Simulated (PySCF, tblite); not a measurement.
# C6H11FOSi: geometry, infrared bands and NMR shifts

What infrared bands and NMR shifts should C6H11FOSi (`C/C=C1\[SiH2][C@@H](OC)[C@H]1F`) show?

Computed with tblite 0.8.0 and PySCF 2.14.0, with density-fitted response routines of our own, on a single molecule in the gas phase. Atoms count from 0, in the outputs and in this text.

## Step 1: The molecule as given

20 atoms, charge 0, multiplicity 1; geometry from: force field or distance geometry start.

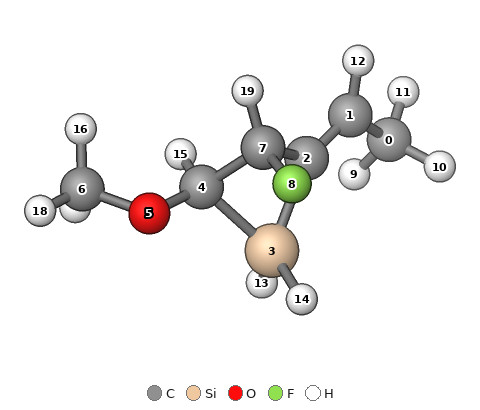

As it starts; carbon grey, silicon light orange, oxygen red, fluorine green, hydrogen white, atoms numbered.

## Step 2: Optimising the geometry with GFN2-xTB

The job: settings as JSON, then the geometry in Å.

```
{"job": {"kind": "relax", "xc": "GFN2-xTB", "basis": "xTB"}, "charge": 0, "multiplicity": 1}
C      3.204300    -0.451000     0.109900
C      2.034400    -0.239100    -0.826500
C      0.903800     0.304700    -0.417500
Si     0.135900     1.015200     1.087800
C     -1.105800     0.067100     0.101800
O     -2.436500     0.487900     0.179400
C     -3.230100    -0.655600     0.343300
C     -0.370800     0.620400    -1.126600
F     -0.505700     1.961200    -1.316900
H      2.868300    -0.778200     1.119400
H      3.798500     0.489400     0.125900
H      3.827500    -1.234000    -0.311900
H      2.133100    -0.558800    -1.851500
H      0.536200     0.421500     2.362800
H      0.000900     2.479700     1.097200
H     -0.959500    -1.020700     0.180600
H     -3.101300    -1.346400    -0.525600
H     -2.872900    -1.209200     1.251500
H     -4.288200    -0.332600     0.430300
H     -0.577200    -0.010900    -2.016400
```

Command:

```console
$ OMP_NUM_THREADS=1 python probes_run.py task.json out
```

One launch serves the whole session: the jobs run in the order shown.

Log:

```text
step      E/eV     max force
  0    -785.90506    3.107
  1    -786.22001    1.698
  2    -786.38722    1.465
  3    -786.49181    0.669
  4    -786.55413    0.412
  5    -786.58698    0.588
  6    -786.61036    0.583
  7    -786.63691    0.346
  8    -786.65301    0.247
  9    -786.66327    0.188
 10    -786.66937    0.214
 11    -786.67515    0.206
 12    -786.68102    0.158
 13    -786.68608    0.152
 14    -786.69056    0.176
 15    -786.69555    0.177
 16    -786.70135    0.211
 17    -786.70673    0.175
 18    -786.71026    0.116
 19    -786.71237    0.100
 20    -786.71447    0.107
 21    -786.71766    0.152
 22    -786.72197    0.166
 23    -786.72699    0.136
 24    -786.73239    0.187
 25    -786.73857    0.205
 26    -786.74571    0.242
 27    -786.75281    0.242
 28    -786.75880    0.170
 29    -786.76376    0.151
 30    -786.76902    0.156
 31    -786.77610    0.198
 32    -786.78479    0.281
 33    -786.79338    0.298
 34    -786.80154    0.237
 35    -786.81070    0.236
 36    -786.82102    0.268
 37    -786.83164    0.218
 38    -786.83988    0.202
 39    -786.84174    0.343
 40    -786.85032    0.194
 41    -786.85588    0.160
 42    -786.86793    0.161
 43    -786.87361    0.202
 44    -786.87919    0.172
 45    -786.88600    0.178
 46    -786.89292    0.212
 47    -786.89879    0.165
 48    -786.90382    0.194
 49    -786.90760    0.167
 50    -786.91194    0.171
 51    -786.91646    0.152
 52    -786.92195    0.124
 53    -786.92488    0.132
 54    -786.92804    0.121
 55    -786.93032    0.102
 56    -786.93259    0.100
 57    -786.93464    0.088
 58    -786.93673    0.091
 59    -786.93855    0.104
 60    -786.94014    0.096
 61    -786.94170    0.085
 62    -786.94383    0.103
 63    -786.94706    0.147
 64    -786.95161    0.174
 65    -786.95739    0.170
 66    -786.96350    0.169
 67    -786.96776    0.181
 68    -786.97302    0.260
 69    -786.97772    0.195
 70    -786.98605    0.147
 71    -786.98853    0.154
 72    -786.99362    0.145
 73    -786.99689    0.103
 74    -786.99914    0.107
 75    -787.00071    0.188
 76    -787.00304    0.139
 77    -787.00756    0.141
 78    -787.01108    0.160
 79    -787.01494    0.160
 80    -787.01856    0.154
 81    -787.02287    0.152
 82    -787.02760    0.124
 83    -787.03161    0.161
 84    -787.03364    0.116
 85    -787.03552    0.105
 86    -787.03731    0.099
 87    -787.03971    0.111
 88    -787.04271    0.092
 89    -787.04447    0.103
 90    -787.04599    0.099
 91    -787.04712    0.082
 92    -787.04814    0.090
 93    -787.04895    0.056
 94    -787.04958    0.076
 95    -787.05007    0.053
 96    -787.05051    0.046
 97    -787.05097    0.042
 98    -787.05136    0.041
 99    -787.05173    0.045
100    -787.05213    0.052
101    -787.05256    0.039
102    -787.05297    0.042
103    -787.05339    0.062
104    -787.05391    0.076
105    -787.05461    0.073
106    -787.05545    0.052
107    -787.05624    0.068
108    -787.05691    0.065
109    -787.05750    0.051
110    -787.05807    0.058
111    -787.05855    0.055
112    -787.05888    0.047
113    -787.05911    0.042
114    -787.05937    0.045
115    -787.05971    0.035
116    -787.06011    0.042
117    -787.06039    0.034
118    -787.06056    0.022
119    -787.06067    0.021
120    -787.06076    0.024
121    -787.06084    0.021
122    -787.06091    0.017
123    -787.06098    0.021
124    -787.06105    0.020
125    -787.06112    0.017
126    -787.06118    0.016
127    -787.06123    0.016
128    -787.06128    0.017
129    -787.06133    0.016
130    -787.06138    0.018
131    -787.06144    0.021
132    -787.06151    0.022
133    -787.06159    0.023
134    -787.06168    0.023
135    -787.06180    0.023
136    -787.06191    0.024
137    -787.06201    0.021
138    -787.06210    0.020
139    -787.06219    0.017
140    -787.06228    0.017
141    -787.06237    0.018
142    -787.06244    0.015
143    -787.06248    0.015
144    -787.06251    0.012
145    -787.06254    0.011
146    -787.06256    0.012
147    -787.06259    0.016
148    -787.06264    0.020
149    -787.06273    0.024
150    -787.06288    0.032
151    -787.06311    0.039
152    -787.06342    0.041
153    -787.06385    0.059
154    -787.06442    0.070
155    -787.06503    0.065
156    -787.06356    0.198
157    -787.06566    0.125
158    -787.06310    0.161
159    -787.06582    0.029
160    -787.06552    0.163
161    -787.06630    0.030
162    -787.06649    0.028
163    -787.06601    0.162
164    -787.06691    0.031
165    -787.06710    0.030
166    -787.06755    0.081
167    -787.06789    0.047
168    -787.06816    0.039
169    -787.06891    0.051
170    -787.06952    0.076
171    -787.07031    0.062
172    -787.07078    0.090
173    -787.07159    0.132
174    -787.07220    0.101
175    -787.07274    0.053
176    -787.07316    0.051
177    -787.07382    0.044
178    -787.07437    0.061
179    -787.07483    0.076
180    -787.07449    0.181
181    -787.07576    0.059
182    -787.07606    0.044
183    -787.07647    0.043
184    -787.07704    0.041
185    -787.07728    0.037
186    -787.07760    0.030
187    -787.07780    0.032
188    -787.07797    0.031
189    -787.07812    0.030
190    -787.07828    0.027
191    -787.07842    0.022
192    -787.07852    0.019
193    -787.07857    0.016
194    -787.07861    0.012
195    -787.07864    0.012
196    -787.07867    0.010
197    -787.07869    0.010
198    -787.07871    0.009
```

It took 1.7 s on 1 thread of Arm Neoverse V1, shared host.

Along the way: (not every step is listed)

```
step  energy from step 0 (eV)  largest force (eV/Å)
   0                   0.0000                3.1068
   1                  -0.3149                1.6984
   2                  -0.4822                1.4650
   3                  -0.5867                0.6693
   4                  -0.6491                0.4117
   5                  -0.6819                0.5877
   6                  -0.7053                0.5834
   7                  -0.7318                0.3456
   8                  -0.7479                0.2468
  26                  -0.8406                0.2420
  44                  -0.9741                0.1723
  62                  -1.0388                0.1034
  80                  -1.1135                0.1545
  98                  -1.1463                0.0412
 116                  -1.1550                0.0415
 134                  -1.1566                0.0228
 152                  -1.1584                0.0408
 170                  -1.1645                0.0756
 188                  -1.1729                0.0313
 193                  -1.1735                0.0156
 194                  -1.1735                0.0116
 195                  -1.1736                0.0124
 196                  -1.1736                0.0103
 197                  -1.1736                0.0105
 198                  -1.1736                0.0095
```

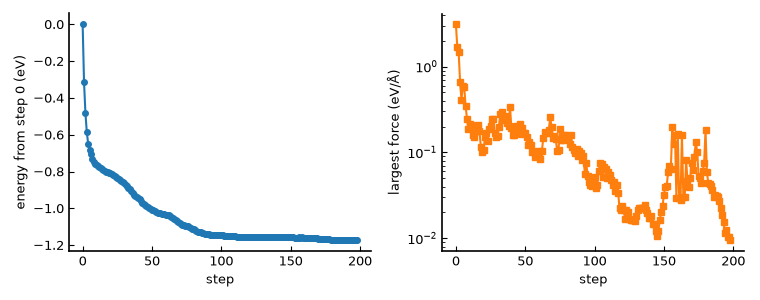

Energy and largest force along the relaxation.

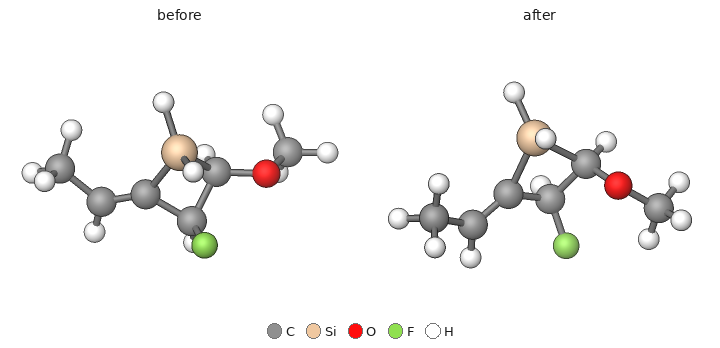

The geometry before (left) and after (right).

Distances of close pairs at the start and the end, largest changes first:

```
  bond  before (Å)  after (Å)  change (Å)
Si3–C4       1.847      1.930      +0.082
C2–Si3       1.833      1.889      +0.055
 C0–H9       1.113      1.088      -0.026
 C0–C1       1.513      1.489      -0.025
C6–H16       1.117      1.093      -0.025
C6–H17       1.122      1.098      -0.024
C0–H10       1.113      1.090      -0.023
C6–H18       1.110      1.089      -0.021
```

The final coordinates are the input of the step that follows.

## Step 3: Infrared spectrum with GFN2-xTB

The job: settings as JSON, then the geometry in Å.

```
{"job": {"kind": "ir", "xc": "GFN2-xTB", "basis": "xTB"}, "charge": 0, "multiplicity": 1}
C      3.202962     0.662562    -0.358461
C      1.977510    -0.016040    -0.862264
C      0.945620    -0.351187    -0.101851
Si     0.332195    -0.062343     1.660860
C     -1.240711    -0.548154     0.654376
O     -1.946351     0.656476     0.465513
C     -3.135357     0.544895    -0.282002
C     -0.353760    -0.981889    -0.542272
F     -0.786584    -0.583735    -1.788443
H      3.140997     0.811757     0.717067
H      3.324052     1.628697    -0.847631
H      4.085196     0.065730    -0.588369
H      1.957685    -0.230773    -1.925580
H      0.779606    -1.058901     2.635982
H      0.277967     1.296556     2.177481
H     -1.927076    -1.342792     0.974731
H     -2.946524     0.250433    -1.317347
H     -3.814321    -0.184479     0.178619
H     -3.597264     1.530599    -0.265769
H     -0.280991    -2.076733    -0.587676
```

Log:

```text
mode    cm-1     km/mol
  1      27.9      1.45
  2     109.4      3.41
  3     126.8      0.99
  4     149.3      0.66
  5     168.7      1.82
  6     177.3      3.12
  7     188.4      5.18
  8     234.6      1.34
  9     256.5      3.58
 10     325.5      3.63
 11     373.4      1.79
 12     437.6     23.67
 13     479.9      7.19
 14     490.6     64.65
 15     520.4      7.62
 16     616.5    158.51
 17     661.6    111.71
 18     710.1     72.60
 19     748.4    152.37
 20     771.1    104.73
 21     838.3     32.14
 22     863.6      6.77
 23     956.3      0.42
 24    1004.4     57.98
 25    1026.1      2.03
 26    1047.5      6.60
 27    1092.1     15.18
 28    1115.2     83.67
 29    1125.9     13.62
 30    1135.6      1.99
 31    1141.8     26.70
 32    1171.7      5.42
 33    1220.4      7.17
 34    1281.1      7.99
 35    1292.5      4.63
 36    1312.2     18.79
 37    1394.8      8.09
 38    1409.0      2.15
 39    1471.6      2.93
 40    1472.1      2.70
 41    1475.6     12.65
 42    1486.8      3.89
 43    1723.5     59.78
 44    2252.2    330.64
 45    2335.0    257.76
 46    2860.3     67.39
 47    2891.0     70.32
 48    2900.0     77.91
 49    2966.4     27.24
 50    2999.5     19.53
 51    3014.1     22.96
 52    3021.7     23.91
 53    3021.8     15.49
 54    3040.1     59.10
```

Wall time 0.88 s (1 thread of Arm Neoverse V1, shared host).

Which atoms move in the most intense modes:

```
cm⁻¹  km/mol                                  atoms
 616   158.5                     H13 44 %, H14 30 %
 662   111.7    Si3 18 %, C1 16 %, C2 11 %, C4 11 %
 748   152.4            H14 34 %, H13 27 %, C4 10 %
 771   104.7  C4 36 %, H15 21 %, Si3 17 %, H13 10 %
1115    83.7     O5 31 %, C4 25 %, C7 13 %, C6 11 %
2252   330.6                               H13 97 %
2335   257.8                               H14 97 %
2900    77.9                               H17 91 %
```

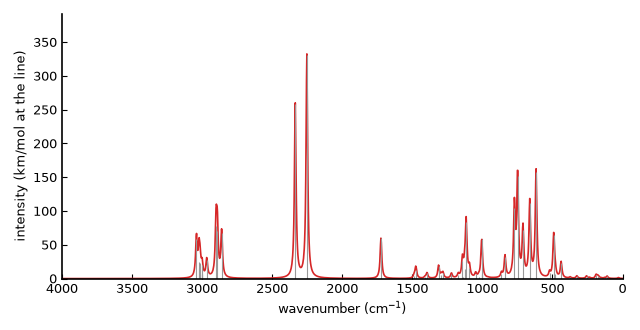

The infrared spectrum from these modes, unscaled. Lines are broadened to a width of 14 cm⁻¹ (Lorentzian).

## Step 4: NMR shieldings: PBE0/pcSseg-1

Same as in step 3 but for these lines:

```diff
@@ -1,2 +1,2 @@
-{"job": {"kind": "ir", "xc": "GFN2-xTB", "basis": "xTB"}, "charge": 0, "multiplicity": 1}
+{"job": {"kind": "nmr", "xc": "PBE0", "basis": "pcSseg-1"}, "charge": 0, "multiplicity": 1}
 C      3.202962     0.662562    -0.358461
```

With the program's defaults for keys left out, this is: GIAO PBE0/pcSseg-1 NMR shielding, non-relativistic, gas phase.

Log:

```text
coarse grid: 17136 points
cycle   1  E = -698.9382062425  dE =  1.129e+00  |g| = 7.119e-01  |ddm| = 3.996e+00
cycle   2  E = -698.8469660666  dE =  9.124e-02  |g| = 1.024e+00  |ddm| = 1.618e+00
cycle   3  E = -699.0357919260  dE = -1.888e-01  |g| = 9.975e-02  |ddm| = 1.050e+00
cycle   4  E = -699.0372680884  dE = -1.476e-03  |g| = 4.794e-02  |ddm| = 1.180e-01
cycle   5  E = -699.0377639280  dE = -4.958e-04  |g| = 1.257e-02  |ddm| = 5.215e-02
cycle   6  E = -699.0377927245  dE = -2.880e-05  |g| = 6.128e-03  |ddm| = 1.454e-02
cycle   7  E = -699.0378021295  dE = -9.405e-06  |g| = 8.626e-04  |ddm| = 5.589e-03
final grid: 161080 points
cycle   8  E = -699.1095705354  dE = -3.926e-05  |g| = 1.243e-02  |ddm| = 3.310e-02
cycle   9  E = -699.1095418020  dE =  2.873e-05  |g| = 1.772e-02  |ddm| = 2.223e-02
cycle  10  E = -699.1096013814  dE = -5.958e-05  |g| = 1.618e-03  |ddm| = 1.353e-02
cycle  11  E = -699.1096019245  dE = -5.430e-07  |g| = 2.653e-04  |ddm| = 1.717e-03
cycle  12  E = -699.1096019362  dE = -1.172e-08  |g| = 1.519e-04  |ddm| = 3.594e-04
cycle  13  E = -699.1096019417  dE = -5.544e-09  |g| = 4.244e-05  |ddm| = 1.626e-04
cycle  14  E = -699.1096019421  dE = -4.206e-10  |g| = 1.003e-05  |ddm| = 4.785e-05
converged SCF energy = -699.1096019421

GIAO shielding tensors (ppm)
atom      isotropic    diamagn.    paramagn.     s11        s22        s33       span
  0 C      162.449     248.712     -86.263    148.702    155.148    183.498     34.796
  1 C       36.066     253.459    -217.393    -87.305     31.027    164.477    251.783
  2 C       39.226     264.758    -225.533    -50.189     51.438    116.427    166.616
  3 Si     405.037     881.896    -476.859    364.269    413.782    437.061     72.792
  4 C      109.696     252.594    -142.898     86.421     95.566    147.100     60.679
  5 O      313.922     396.414     -82.492    292.532    315.171    334.063     41.531
  6 C      122.151     243.530    -121.379     87.466     95.827    183.160     95.694
  7 C       89.218     243.377    -154.159     56.481     83.688    127.486     71.005
  8 F      371.141     475.909    -104.768    325.281    370.496    417.647     92.366
  9 H       30.008      30.363      -0.355     26.161     30.825     33.038      6.877
 10 H       29.608      28.211       1.397     26.055     27.246     35.523      9.468
 11 H       29.638      26.899       2.739     26.049     27.102     35.763      9.714
 12 H       24.697      32.456      -7.759     21.805     23.134     29.153      7.348
 13 H       27.022      29.625      -2.603     24.283     24.762     32.021      7.738
 14 H       27.054      30.127      -3.073     24.139     25.303     31.720      7.580
 15 H       27.906      32.861      -4.955     24.787     27.963     30.969      6.182
 16 H       27.543      30.163      -2.620     22.081     27.643     32.904     10.824
 17 H       28.480      28.345       0.135     24.696     26.316     34.429      9.733
 18 H       27.880      28.454      -0.574     23.971     25.009     34.659     10.689
 19 H       26.293      31.862      -5.569     24.211     26.469     28.200      3.989
```

Wall time 48 s (1 thread of Arm Neoverse V1, shared host); peak memory 0.97 GiB.

Shifts follow as δ = σ(reference) − σ, with reference shieldings (ppm) from runs at the same level and on the same kind of geometry: ¹H TMS 31.72, ¹³C TMS 186.9, ²⁹Si TMS 349.2, ¹⁹F CFCl3 170.9, ¹⁷O H2O 336.1. The references are single molecules in the gas phase, so shifts against H2O, NH3, PH3, H3PO4 or CFCl3 are not on the usual liquid scales and can be off by tens of ppm. Atoms listed in one row are averaged.

```
        atoms                                                environment  σ (ppm)  δ (ppm)  δ scaled to CDCl3
           C1                                                  alkene CH     36.1    150.9              145.3
           C2                            fully substituted alkene carbon     39.2    147.7              142.2
           C7                                 allylic sp3 CH bonded to F     89.2     97.7               93.4
           C4                                  sp3 CH bonded to O and Si    109.7     77.2               73.5
           C6                                  methyl carbon bonded to O    122.2     64.8               61.3
           C0                                      allylic methyl carbon    162.4     24.5               22.0
          H12                                   hydrogen on an alkene CH    24.70     7.02               6.72
          H19                  hydrogen on an allylic sp3 CH bonded to F    26.29     5.42               5.22
          H13  hydrogen on a silicon bonded to 2 C, in a 4-membered ring    27.02     4.69                  –
          H14  hydrogen on a silicon bonded to 2 C, in a 4-membered ring    27.05     4.66                  –
          H15                   hydrogen on an sp3 CH bonded to O and Si    27.91     3.81               3.70
H16, H17, H18                    hydrogen on a methyl carbon bonded to O    27.97     3.75               3.64
 H9, H10, H11                       hydrogen on an allylic methyl carbon    29.75     1.97               1.96
          Si3           silicon bonded to 2 C, 2 H, in a 4-membered ring    405.0    -55.9                  –
           O5                                               ether oxygen    313.9     22.2                  –
           F8                                  fluorine on an sp3 carbon    371.1   -200.2                  –
```

The scaled column applies a straight-line fit of computed shieldings to shifts measured in CDCl3, and one for carbons that bear F (root-mean-square error 0.16 ppm for H, 1.9 ppm for C).

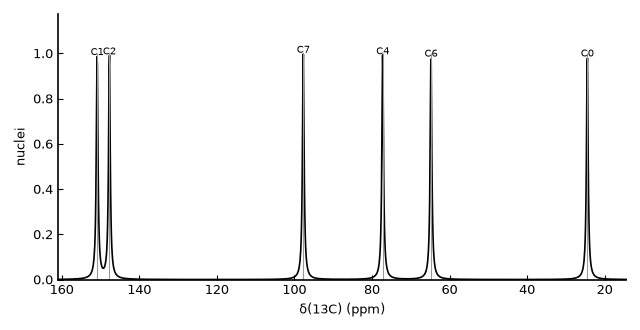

¹³C lines at the computed shifts, without couplings. Lines are broadened to a width of 0.51 ppm (Lorentzian).

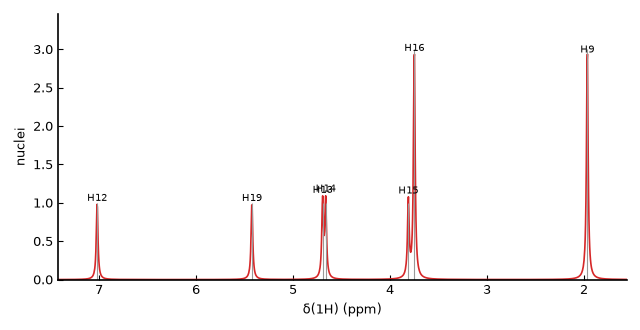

¹H lines at the computed shifts, without couplings. Lines are broadened to a width of 0.02 ppm (Lorentzian).

Charges from the same density, by scheme (e):

```
atoms  Mulliken    IAO  Hirshfeld  ESP fit
   C0     -0.22  -0.42      -0.11    -0.53
   C1     -0.10  -0.10      -0.03     0.19
   C2     -0.48  -0.30      -0.12    -0.43
  Si3      0.69   0.72       0.33     0.42
   C4     -0.18  -0.19      -0.05    -0.11
   O5     -0.51  -0.39      -0.14    -0.26
   C6     -0.02  -0.20      -0.05    -0.14
   C7      0.31   0.15       0.04     0.28
   F8     -0.33  -0.32      -0.10    -0.23
```

IAO charges:

C0 -0.42; C1 -0.10; C2 -0.30; Si3 0.72; C4 -0.19; O5 -0.39; C6 -0.20; C7 0.15; F8 -0.32; H9 0.14; H10 0.16; H11 0.15; H12 0.15; H13 -0.12; H14 -0.10; H15 0.11; H16 0.14; H17 0.12; H18 0.15; H19 0.14

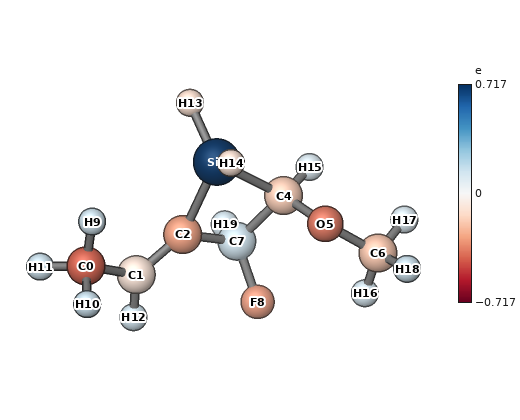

IAO charges, as colours on the atoms.

Mayer bond orders: C0–C1 1.08, C1–C2 1.84, C2–Si3 0.89, Si3–C4 0.86, C4–O5 0.91, O5–C6 0.92, C4–C7 0.95, C7–F8 0.90, C7–C2 0.99.

Ring of atoms C2, Si3, C4, C7: NICS(0) 0.2, NICS(1) -2.3, NICS(1)zz 2.4 ppm (means of both faces; NICS(1) differs between them: -3.8 and -0.7).

The two faces differ (NICS(1)zz -1.2 and 6.1 ppm).

## Step 5: Outcome

| quantity | value |
| --- | --- |
| strongest single infrared mode (GFN2-xTB) | 2252 cm⁻¹, 331 km/mol |
| zero-point energy (GFN2-xTB) | 95.7 kcal/mol |
| ¹³C shifts against TMS (PBE0/pcSseg-1) | 150.9, 147.7, 97.7, 77.2, 64.8, 24.5 ppm |
| ¹H shifts against TMS (PBE0/pcSseg-1, means over atoms taken as alike) | 7.02, 5.42, 4.69, 4.66, 3.81, 3.75, 1.97 ppm |
| ²⁹Si shifts against TMS (PBE0/pcSseg-1) | -55.9 ppm |
| ¹⁷O shifts against H2O (PBE0/pcSseg-1) | 22.2 ppm |
| ¹⁹F shifts against CFCl3 (PBE0/pcSseg-1) | -200.2 ppm |

**Reading.** The optimisation took 198 steps and gained 1.174 eV; among the close pairs (by a distance rule), Si3–C4 changed most, from 1.847 to 1.930 Å. All 54 modes are real, so the xTB geometry is a minimum. The strongest single mode, at 2252 cm⁻¹, moves mainly H13. Unscaled tight-binding wavenumbers are off by several per cent, some by more. Its intensities can rank the bands wrongly. H12 (hydrogen on an alkene CH) lies farthest downfield among hydrogen, at 7.02 ppm; olefinic region. At PBE0/pcSseg-1: The largest span, 252 ppm, is at C1, where the paramagnetic term is -217 ppm.
